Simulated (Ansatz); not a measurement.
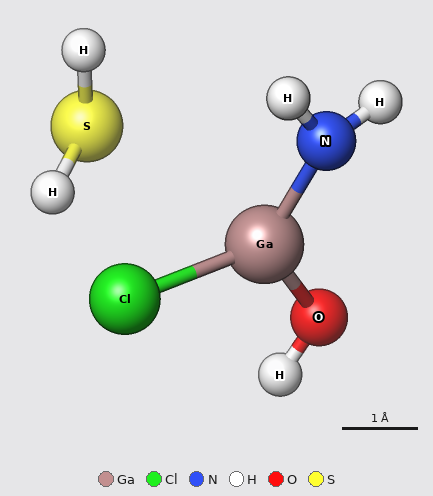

Fig. 1: The input geometry (ball-and-stick view, seen at a tilt). Sticks mark near contacts.

**Geometry relaxation of GaNH5SClO**

System: GaNH5SClO.
Method: RKS PBE0/def2-SVP (Ansatz 0.2.0).

It belongs to a series of runs on one base structure; here: end point A relaxed.

Log:
```
The last accepted step is kept in [file] (removed where the run ends without a failure and the disk answers)
Engine: ansatz 0.2.0, x86_64-unknown-linux-gnu
Functional definition: PBE0
  parameter a = 0.25
  parameter kappa = 0.804
  parameter beta = 0.06672455060314922
  exchange = (1 - a)*pbe_x(kappa = kappa, mu = beta*pi^2/3) + a*exact_x
  correlation = pbe_c(beta = beta)
1248 factors; integrals over basis functions are off by at most 3.6e-4 eV
mean field evaluation 1: about -79312.0393 eV, gradient 7.3e1 eV
mean field evaluation 2: about -79290.0457 eV, gradient 1.2e2 eV
mean field evaluation 4: about -79321.9843 eV, gradient 6.2e0 eV
mean field evaluation 8: about -79322.0807 eV, gradient 2.7e-1 eV
mean field evaluation 16: about -79322.0809 eV, gradient 1.9e-5 eV
mean field -79322.08085086 eV, -2915.0327048314 hartree, gradient 1.9e-5 eV, S^2 0.000000; 0 other end points of the search recorded, 0 dependent functions left out
the calculation of the forces begins
reference -79322.08088055 eV, -2915.0327059226 hartree; 42, 42 occupied and 79, 79 virtual orbitals, 1248 factors
relax step   1: F+E_penalty+E_count = -79322.08085086 eV  Δ(F+E_penalty+E_count) = +0.000e0 eV  max|allowed force component| = 6.457e-1 eV/Å  Δτ_max = 0.0000 Å  (28 SCF iters, accepted)
these checks for a lower state are left out or cut short: starts, cluster_reference, orbital_swaps, neighbouring_geometries, increment
1248 factors; integrals over basis functions are off by at most 3.6e-4 eV
mean field -79322.13741711 eV, -2915.0347836030 hartree, gradient 1.4e-5 eV, S^2 0.000000; 0 other end points of the search recorded, 0 dependent functions left out
[... from here on the field's lines of each further geometry are left out, up to the last ...]
relax step   2: F+E_penalty+E_count = -79322.13741711 eV  Δ(F+E_penalty+E_count) = -5.657e-2 eV  max|allowed force component| = 3.135e-1 eV/Å  Δτ_max = 0.1928 Å  (30 SCF iters, accepted)
relax step   3: F+E_penalty+E_count = -79322.19224096 eV  Δ(F+E_penalty+E_count) = -5.482e-2 eV  max|allowed force component| = 3.093e-1 eV/Å  Δτ_max = 0.1926 Å  (30 SCF iters, accepted)
relax step   4: F+E_penalty+E_count = -79322.19585941 eV  Δ(F+E_penalty+E_count) = -3.618e-3 eV  max|allowed force component| = 8.589e-1 eV/Å  Δτ_max = 0.1903 Å  (30 SCF iters, accepted)
relax step   5: F+E_penalty+E_count = -79322.22933163 eV  Δ(F+E_penalty+E_count) = -3.347e-2 eV  max|allowed force component| = 2.052e-1 eV/Å  Δτ_max = 0.0938 Å  (29 SCF iters, accepted)
relax step   6: F+E_penalty+E_count = -79322.23406631 eV  Δ(F+E_penalty+E_count) = -4.735e-3 eV  max|allowed force component| = 6.310e-2 eV/Å  Δτ_max = 0.0409 Å  (29 SCF iters, accepted)
relax step   7: F+E_penalty+E_count = -79322.23596160 eV  Δ(F+E_penalty+E_count) = -1.895e-3 eV  max|allowed force component| = 8.454e-2 eV/Å  Δτ_max = 0.0610 Å  (29 SCF iters, accepted)
relax step   8: F+E_penalty+E_count = -79322.23703270 eV  Δ(F+E_penalty+E_count) = -1.071e-3 eV  max|allowed force component| = 3.907e-2 eV/Å  Δτ_max = 0.0203 Å  (30 SCF iters, accepted)
relax step   9: F+E_penalty+E_count = -79322.23735802 eV  Δ(F+E_penalty+E_count) = -3.253e-4 eV  max|allowed force component| = 1.138e-1 eV/Å  Δτ_max = 0.0200 Å  (30 SCF iters, accepted)
relax step  10: F+E_penalty+E_count = -79322.24051134 eV  Δ(F+E_penalty+E_count) = -3.153e-3 eV  max|allowed force component| = 4.511e-1 eV/Å  Δτ_max = 0.1019 Å  (28 SCF iters, accepted)
relax step  11: F+E_penalty+E_count = -79322.25086070 eV  Δ(F+E_penalty+E_count) = -1.035e-2 eV  max|allowed force component| = 3.057e-1 eV/Å  Δτ_max = 0.1299 Å  (29 SCF iters, accepted)
relax step  12: F+E_penalty+E_count = -79322.27292483 eV  Δ(F+E_penalty+E_count) = -2.206e-2 eV  max|allowed force component| = 4.021e-1 eV/Å  Δτ_max = 0.1522 Å  (29 SCF iters, accepted)
relax step  13: F+E_penalty+E_count = -79322.28332247 eV  Δ(F+E_penalty+E_count) = -1.040e-2 eV  max|allowed force component| = 2.088e-1 eV/Å  Δτ_max = 0.1579 Å  (30 SCF iters, accepted)
relax step  14: F+E_penalty+E_count = -79322.28827404 eV  Δ(F+E_penalty+E_count) = -4.952e-3 eV  max|allowed force component| = 3.784e-1 eV/Å  Δτ_max = 0.1191 Å  (30 SCF iters, accepted)
relax step  15: F+E_penalty+E_count = -79322.29664051 eV  Δ(F+E_penalty+E_count) = -8.366e-3 eV  max|allowed force component| = 2.015e-1 eV/Å  Δτ_max = 0.0660 Å  (30 SCF iters, accepted)
relax step  16: F+E_penalty+E_count = -79322.30818612 eV  Δ(F+E_penalty+E_count) = -1.155e-2 eV  max|allowed force component| = 1.557e-1 eV/Å  Δτ_max = 0.2000 Å  (29 SCF iters, accepted)
relax step  17: F+E_penalty+E_count = -79322.31025516 eV  Δ(F+E_penalty+E_count) = -2.069e-3 eV  max|allowed force component| = 1.295e-1 eV/Å  Δτ_max = 0.0389 Å  (30 SCF iters, accepted)
relax step  18: F+E_penalty+E_count = -79322.31057435 eV  Δ(F+E_penalty+E_count) = -3.192e-4 eV  max|allowed force component| = 3.618e-1 eV/Å  Δτ_max = 0.1909 Å  (30 SCF iters, accepted)
relax step  19: F+E_penalty+E_count = -79322.31576245 eV  Δ(F+E_penalty+E_count) = -5.188e-3 eV  max|allowed force component| = 7.210e-2 eV/Å  Δτ_max = 0.0328 Å  (30 SCF iters, accepted)
relax step  20: F+E_penalty+E_count = -79322.31643310 eV  Δ(F+E_penalty+E_count) = -6.707e-4 eV  max|allowed force component| = 6.623e-2 eV/Å  Δτ_max = 0.0273 Å  (30 SCF iters, accepted)
relax step  21: F+E_penalty+E_count = -79322.31681267 eV  Δ(F+E_penalty+E_count) = -3.796e-4 eV  max|allowed force component| = 5.528e-2 eV/Å  Δτ_max = 0.0720 Å  (29 SCF iters, accepted)
relax step  22: F+E_penalty+E_count = -79322.31713651 eV  Δ(F+E_penalty+E_count) = -3.238e-4 eV  max|allowed force component| = 3.682e-2 eV/Å  Δτ_max = 0.0257 Å  (30 SCF iters, accepted)
the calculation of the forces begins
reference -79322.31731050 eV, -2915.0413945631 hartree; 42, 42 occupied and 79, 79 virtual orbitals, 1248 factors
relax step  23: F+E_penalty+E_count = -79322.31728112 eV  Δ(F+E_penalty+E_count) = -1.446e-4 eV  max|allowed force component| = 2.394e-2 eV/Å  Δτ_max = 0.0118 Å  (24 SCF iters, accepted)
```

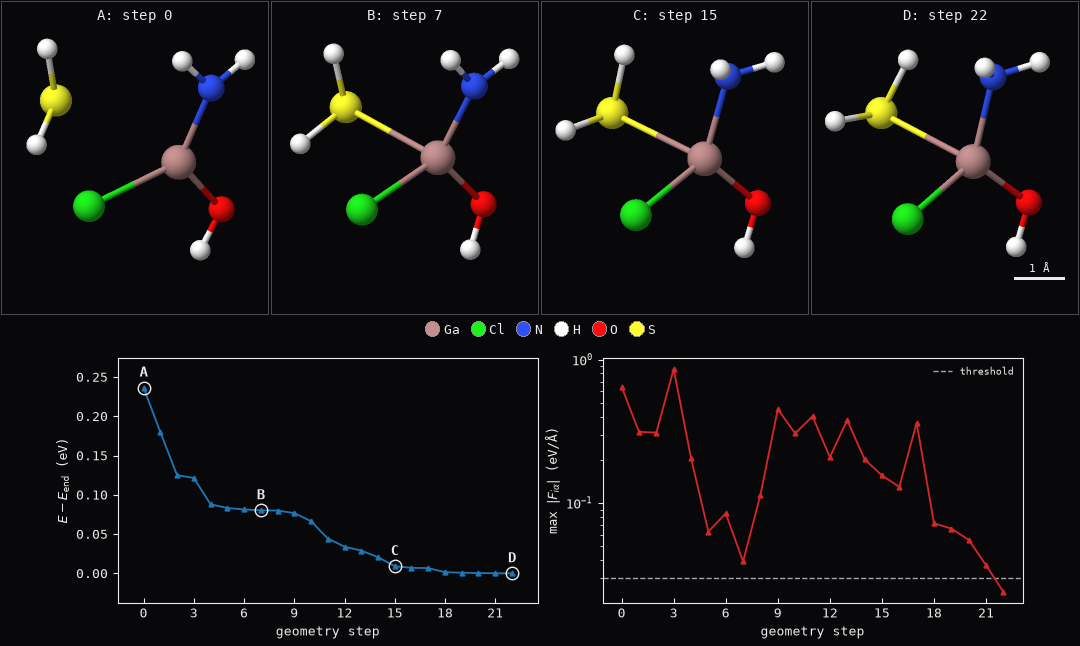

Fig. 2: Frames of the relaxation (ball-and-stick view, seen at a tilt) above the curves, on which the letters mark them (the first geometry is step 0 here and step 1 in the log).

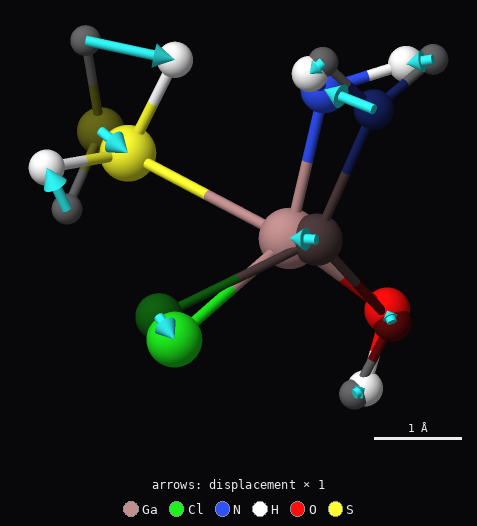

Fig. 3: Start (faint) and end (solid) with the displacements as teal arrows, at true length (ball-and-stick view, seen at a tilt). The two geometries are laid on each other by the best rigid fit. H9 moves most after the best rigid fit: 1.06 Å. Largest moves by element: H 1.06 Å, N 0.72 Å, S 0.48 Å, Cl 0.37 Å, Ga 0.36 Å, O 0.16 Å. Among the contacts that change: Ga1–S8 3.464 → 2.664 Å, Ga1–N3 1.805 → 1.850 Å, Ga1–Cl2 2.220 → 2.178 Å, S8–H10 1.380 → 1.351 Å. Among the angles that change: Ga1–N3–H5 122.0° → 114.2°, N3–Ga1–O6 123.4° → 118.6°, Ga1–N3–H4 119.1° → 114.7°. Over 22 geometry steps the energy falls by 0.236 eV. The largest force component goes from 0.65 to 0.024 eV/Å. (Atoms are counted from 1 in the order of the input.)

```
1248 factors; integrals over basis functions are off by at most 5.4e-4 eV
mean field -79322.31728112 eV, -2915.0413934834 hartree, gradient 2.2e-5 eV, S^2 0.000000; 1 other end points of the search recorded, 0 dependent functions left out
the calculation of the forces begins
reference -79322.31731050 eV, -2915.0413945631 hartree; 42, 42 occupied and 79, 79 virtual orbitals, 1248 factors
Total energy: -79322.31731050 eV, -2915.0413945631 hartree
Atom 0 at    -0.026273    -0.037354     0.115297 Å, force    -0.013756     0.000027    -0.000044 eV/Å
Atom 1 at    -0.155935    -1.226986     1.934652 Å, force     0.000481    -0.001057    -0.001896 eV/Å
Atom 2 at     1.662913     0.397724    -0.501374 Å, force    -0.010381     0.021846    -0.015939 eV/Å
Atom 3 at     2.410210    -0.191025    -0.142786 Å, force     0.023941    -0.020470     0.013416 eV/Å
Atom 4 at     1.743851     0.423421    -1.515796 Å, force    -0.005196    -0.001258    -0.002140 eV/Å
Atom 5 at    -1.382740    -0.045165    -1.045546 Å, force     0.003284    -0.004063     0.014474 eV/Å
Atom 6 at    -2.222938    -0.312200    -0.659819 Å, force     0.004109     0.003427    -0.008619 eV/Å
Atom 7 at    -0.183860     2.356287     1.273028 Å, force     0.001468     0.001363     0.002393 eV/Å
Atom 8 at     1.041589     2.320891     0.678747 Å, force    -0.001353     0.000471    -0.004148 eV/Å
Atom 9 at     0.287485     1.843207     2.431096 Å, force    -0.002597    -0.000286     0.002503 eV/Å
Dipole moment:     0.263950     0.356375     0.105558 e Å
```

Trajectory as extended XYZ (Å, eV, eV/Å), 10 of the 23 frames kept, from step=1 to step=23:
```
10
Properties=species:S:1:pos:R:3:forces:R:3 step=1 energy=-79322.08085
Ga    0.0532   -0.2745   -0.1383    0.0397   0.0949   0.5215
Cl   -0.0613   -0.8726    1.9970    0.0440   0.0919  -0.6056
N     1.6809   -0.1972   -0.9142   -0.0741   0.0084   0.0235
H     2.5059   -0.1681   -0.3274    0.0149   0.0016  -0.0249
H     1.8321    0.2719   -1.8027   -0.0817  -0.0633   0.1258
O    -1.4667   -0.1759   -1.0482    0.0755  -0.0398   0.0270
H    -2.2446   -0.3444   -0.5073   -0.0219   0.0087   0.0011
S    -0.1169    2.7962    1.4557   -0.0296  -0.6457   0.2774
H     1.2266    2.8147    1.5958   -0.0270  -0.0077  -0.0035
H    -0.2349    1.6787    2.2572    0.0601   0.5509  -0.3424
10
Properties=species:S:1:pos:R:3:forces:R:3 step=3 energy=-79322.19224
Ga    0.0649   -0.0785   -0.0219   -0.1305   0.1239  -0.2317
Cl   -0.0413   -0.8818    2.0013   -0.0029  -0.1325   0.1598
N     1.6758   -0.1254   -0.8382    0.1333   0.0783  -0.1727
H     2.5214   -0.1037   -0.2787   -0.0258  -0.0021  -0.0927
H     1.8159    0.2940   -1.7561   -0.0396  -0.0889   0.2665
O    -1.4476   -0.0734   -0.9744   -0.0517   0.0153   0.2339
H    -2.2281   -0.2459   -0.4314    0.1541   0.0114  -0.1497
S    -0.1312    2.5105    1.2062    0.1878  -0.3033   0.2508
H     1.1955    2.6548    1.4595   -0.1771  -0.0115  -0.1094
H    -0.2509    1.5781    2.2013   -0.0477   0.3093  -0.1548
10
Properties=species:S:1:pos:R:3:forces:R:3 step=6 energy=-79322.23407
Ga    0.0533   -0.0628    0.0107    0.0058  -0.0207  -0.0157
Cl   -0.0435   -1.0171    1.9778   -0.0145   0.0330  -0.0123
N     1.6659   -0.0831   -0.8144    0.0219   0.0237  -0.0417
H     2.5247   -0.1498   -0.2821   -0.0116  -0.0010  -0.0204
H     1.8075    0.3799   -1.7049   -0.0036  -0.0277   0.0426
O    -1.4522   -0.0002   -0.9489    0.0302   0.0269   0.0395
H    -2.2186   -0.3308   -0.4707   -0.0011  -0.0167  -0.0119
S    -0.1098    2.4370    1.1434    0.0078  -0.0333   0.0631
H     1.2179    2.5896    1.3481   -0.0273  -0.0226  -0.0270
H    -0.2709    1.7660    2.3086   -0.0076   0.0384  -0.0162
10
Properties=species:S:1:pos:R:3:forces:R:3 step=8 energy=-79322.23703
Ga    0.0532   -0.0528    0.0180    0.0308  -0.0177   0.0077
Cl   -0.0525   -1.0102    1.9809    0.0007  -0.0024   0.0004
N     1.6642   -0.0645   -0.8126   -0.0204   0.0058   0.0391
H     2.5311   -0.1549   -0.2986   -0.0087  -0.0027   0.0004
H     1.8003    0.3755   -1.7134   -0.0009   0.0024  -0.0293
O    -1.4495    0.0191   -0.9423   -0.0340   0.0073  -0.0060
H    -2.2074   -0.3742   -0.4983    0.0306   0.0032  -0.0074
S    -0.1079    2.4314    1.1530    0.0134   0.0035   0.0054
H     1.2266    2.5411    1.3348   -0.0159   0.0001   0.0019
H    -0.2839    1.8184    2.3460    0.0045   0.0007  -0.0122
10
Properties=species:S:1:pos:R:3:forces:R:3 step=11 energy=-79322.25086
Ga    0.0675   -0.0583    0.0138    0.1723   0.0624   0.0971
Cl   -0.0174   -1.0906    1.9402   -0.0128   0.0521  -0.0747
N     1.6989    0.1080   -0.7681    0.0373   0.0991   0.2192
H     2.5298   -0.3103   -0.3688   -0.0670  -0.0559   0.0892
H     1.8026    0.2202   -1.7646   -0.0924   0.0200  -0.2285
O    -1.4295    0.0618   -0.9481   -0.3057  -0.2161   0.1410
H    -2.1739   -0.3788   -0.5118    0.2209   0.1698  -0.1778
S    -0.1720    2.4514    1.2008    0.1168  -0.1026  -0.0055
H     1.1652    2.6078    1.3371   -0.0612  -0.0106  -0.0311
H    -0.2968    1.9176    2.4369   -0.0081  -0.0183  -0.0290
10
Properties=species:S:1:pos:R:3:forces:R:3 step=13 energy=-79322.28332
Ga    0.0585   -0.0428    0.0535    0.0268   0.2088  -0.0197
Cl   -0.0296   -1.0774    1.9738   -0.0164  -0.0984  -0.0001
N     1.7208    0.2820   -0.6617    0.0633  -0.1765   0.1443
H     2.4522   -0.3440   -0.3210   -0.1192   0.1272  -0.1430
H     1.7501    0.3086   -1.6775    0.0483  -0.0477  -0.0083
O    -1.4028    0.0170   -0.9747   -0.0858  -0.1504   0.0282
H    -2.1958   -0.3289   -0.5492    0.1012   0.0342  -0.0525
S    -0.1754    2.3502    1.1632    0.0191   0.1235   0.1403
H     1.1662    2.5248    1.1440   -0.0456  -0.0428  -0.0340
H    -0.1700    1.8393    2.4169    0.0083   0.0219  -0.0552
10
Properties=species:S:1:pos:R:3:forces:R:3 step=16 energy=-79322.30819
Ga    0.0099   -0.0048    0.0715    0.1322   0.0010   0.0017
Cl   -0.1201   -1.1232    1.9407    0.0075  -0.0355   0.0534
N     1.7017    0.3333   -0.5842   -0.1245   0.0411   0.0419
H     2.4183   -0.2950   -0.2315    0.0244  -0.0271   0.0013
H     1.7657    0.3535   -1.5990    0.0058  -0.0094  -0.0078
O    -1.3985   -0.0437   -1.0202   -0.0100   0.0353  -0.1108
H    -2.2079   -0.3519   -0.6037   -0.0343  -0.0143   0.0285
S    -0.1982    2.3707    1.2470    0.0691  -0.0474   0.1557
H     1.1071    2.4956    0.9065   -0.0235  -0.0106  -0.0355
H     0.0963    1.7943    2.4405   -0.0467   0.0669  -0.1285
10
Properties=species:S:1:pos:R:3:forces:R:3 step=18 energy=-79322.31057
Ga   -0.0096   -0.0224    0.0944   -0.0458  -0.0131   0.1322
Cl   -0.1495   -1.1739    1.9445    0.0191  -0.0142  -0.0381
N     1.6866    0.3858   -0.5162   -0.0163  -0.0229  -0.0339
H     2.4016   -0.2580   -0.1847    0.0306   0.0173   0.0211
H     1.7589    0.4267   -1.5311   -0.0043   0.0128  -0.0041
O    -1.3865   -0.0469   -1.0386    0.0124   0.0068  -0.0697
H    -2.2154   -0.3269   -0.6395   -0.0187  -0.0038   0.0146
S    -0.2009    2.3565    1.2741    0.3618  -0.0633   0.0443
H     1.0555    2.3740    0.7200   -0.2867  -0.0152   0.1679
H     0.2336    1.8139    2.4446   -0.0521   0.0956  -0.2343
10
Properties=species:S:1:pos:R:3:forces:R:3 step=21 energy=-79322.31681
Ga   -0.0252   -0.0348    0.1175   -0.0125  -0.0060  -0.0148
Cl   -0.1548   -1.2255    1.9366    0.0002   0.0056  -0.0027
N     1.6660    0.3934   -0.4977    0.0162   0.0106  -0.0078
H     2.4118   -0.2017   -0.1438   -0.0101   0.0067   0.0006
H     1.7486    0.4305   -1.5118   -0.0126  -0.0066   0.0112
O    -1.3829   -0.0388   -1.0418    0.0078  -0.0092   0.0100
H    -2.2215   -0.3106   -0.6562   -0.0028   0.0039  -0.0070
S    -0.1885    2.3605    1.2734    0.0128  -0.0426   0.0545
H     1.0314    2.3286    0.6685    0.0155  -0.0021   0.0114
H     0.2894    1.8272    2.4228   -0.0147   0.0397  -0.0553
10
Properties=species:S:1:pos:R:3:forces:R:3 step=23 energy=-79322.31728
Ga   -0.0263   -0.0374    0.1153   -0.0138   0.0000   0.0000
Cl   -0.1559   -1.2270    1.9347    0.0005  -0.0011  -0.0019
N     1.6629    0.3977   -0.5014   -0.0104   0.0218  -0.0159
H     2.4102   -0.1910   -0.1428    0.0239  -0.0205   0.0134
H     1.7439    0.4234   -1.5158   -0.0052  -0.0013  -0.0021
O    -1.3827   -0.0452   -1.0455    0.0033  -0.0041   0.0145
H    -2.2229   -0.3122   -0.6598    0.0041   0.0034  -0.0086
S    -0.1839    2.3563    1.2730    0.0015   0.0014   0.0024
H     1.0416    2.3209    0.6787   -0.0014   0.0005  -0.0041
H     0.2875    1.8432    2.4311   -0.0026  -0.0003   0.0025
```

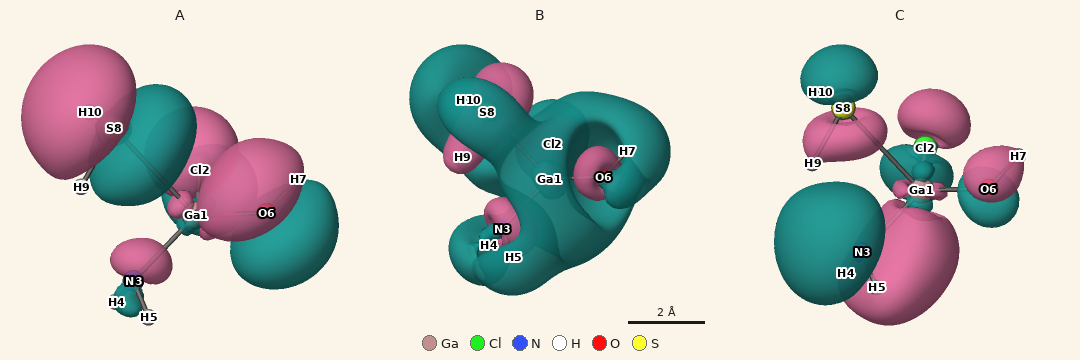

Fig. 4: Three frontier orbitals at ±0.06 Å⁻³ᐟ² (teal and pink are the two phases). A is the HOMO−1 (−8.15 eV). C is the HOMO (−7.34 eV). B is the LUMO (0.20 eV). Its weight (Hirshfeld) is mainly on Ga1 (30 %), S8 (15 %), Cl2 (10 %), O6 (10 %) and H10 (10 %). The HOMO–LUMO gap is 7.54 eV between the orbital energies.

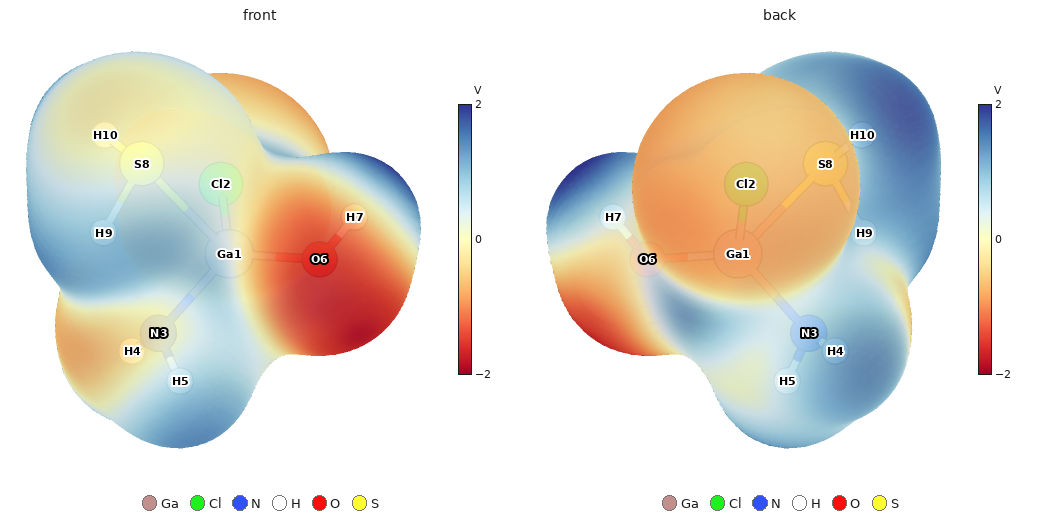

Fig. 5: The electrostatic potential painted on the density surface at 0.002 e/bohr³, seen face on and from behind; the colour scale runs from red (negative) to blue (positive).

This output came from the following input.

Input:
```yaml
crystal:
  periodic: [false, false, false]
  atoms:
    - { symbol: Ga, position_ang: [0.053216, -0.274545, -0.138343] }
    - { symbol: Cl, position_ang: [-0.061274, -0.87258, 1.996956] }
    - { symbol: "N", position_ang: [1.680929, -0.197191, -0.914241] }
    - { symbol: H, position_ang: [2.505942, -0.168082, -0.327359] }
    - { symbol: H, position_ang: [1.832058, 0.271918, -1.802714] }
    - { symbol: O, position_ang: [-1.466733, -0.175885, -1.048214] }
    - { symbol: H, position_ang: [-2.244642, -0.344406, -0.507255] }
    - { symbol: S, position_ang: [-0.116915, 2.796225, 1.455701] }
    - { symbol: H, position_ang: [1.226622, 2.814693, 1.595811] }
    - { symbol: H, position_ang: [-0.234903, 1.678652, 2.257158] }
basis:
  gaussian: { orbitals: def2-SVP }
hamiltonian:
  xc: pbe0
relax:
  f_tol: 0.03
  max_steps: 50
output:
  orbitals: {}
```

Launched with:
```bash
ansatz run input.yaml --threads 4 --pin off --max-ram 5120MiB --backend cpu --events-out ev --progress --plain --runs-dir out
```

Results in brief:

| quantity | value |
| --- | --- |
| outcome | converged |
| total energy | −79322.3173 eV |
| mean-field energy | −79322.3173 eV |
| largest force (length of the vector) at the end | 0.034 eV/Å |
| hardware | 4 threads of Intel Xeon (Sapphire Rapids), 16 GiB of memory available, shared host |
| wall time | 41 s (CPU time 2.4 min) |
| peak memory | 0.34 GiB |
